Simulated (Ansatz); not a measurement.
F2GeHSi2 (SMILES F[Si]1(F)[Si+]=[GeH]1) (charge +1)

Input

```
crystal:
  periodic: [false, false, false]
  atoms:
    - {symbol: F, position_ang: [-2.149162, -1.118516, 1.780444]}
    - {symbol: F, position_ang: [-2.404368, 1.354801, 2.406400]}
    - {symbol: Ge, position_ang: [0.428006, -1.127356, 0.676753]}
    - {symbol: Si, position_ang: [-1.401331, 0.311259, 1.759906]}
    - {symbol: Si, position_ang: [0.635440, 1.038158, 1.042623]}
    - {symbol: H, position_ang: [0.421477, -2.630821, 0.363636]}
basis:
  gaussian: {orbitals: def2-TZVPD}
output: {forces: true, orbitals: {seedname: orbitals}}
total_charge: 1
hamiltonian: {xc: {name: PBE0}}
```

Command:

```sh
ansatz run input.yaml --threads 1 --pin off --max-ram 2610MiB --events-out events.jsonl --progress --plain --runs-dir runs
```

Geometry: r2SCAN-D4/def2-SVP.

These are results of Ansatz 0.2.0, isolated molecule in a Gaussian basis; Kohn-Sham density functional theory, functional PBE0, not measurements.

**Predict the electron density and electron localisation function between the atoms.**

Si–F (1.59 Å): ρ is about 1.2 e/Å³ halfway; the ELF peaks at about 0.80 in the valence shell of F, 0.6 Å from its nucleus, and is about 0.50 at the midpoint.
Si–Ge (2.21 Å): the density is about 0.62 e/Å³ at the midpoint, with its minimum of 0.56 e/Å³ about 0.8 Å from Si; the ELF peaks at about 0.70 in the valence shell of Si, 1.1 Å from its nucleus, and is about 0.70 at the midpoint.
Si–Si (2.28 Å): the density is about 0.56 e/Å³ at the midpoint; the ELF peaks at about 0.85 between the atoms; localised, covalent bonding.
Ge–H (1.54 Å): ρ at the midpoint is about 1.1 e/Å³; the ELF climbs to about 1 towards the hydrogen.

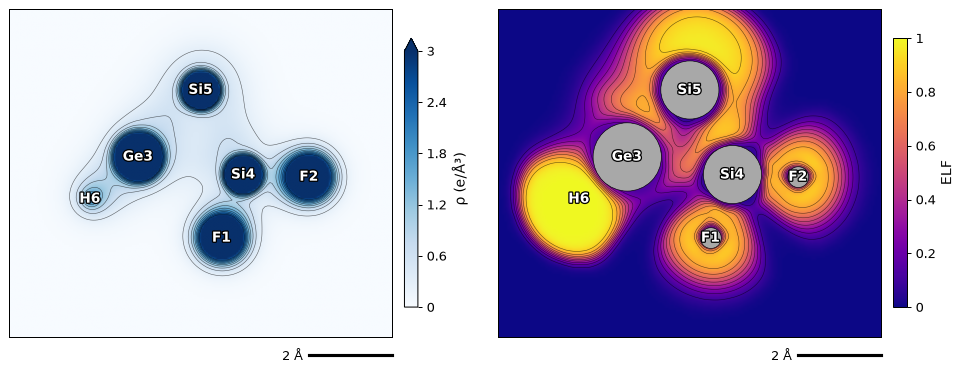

Computed electron density and electron localisation function on the molecular plane, in this order. Grey discs cover the atomic cores in the ELF map. 
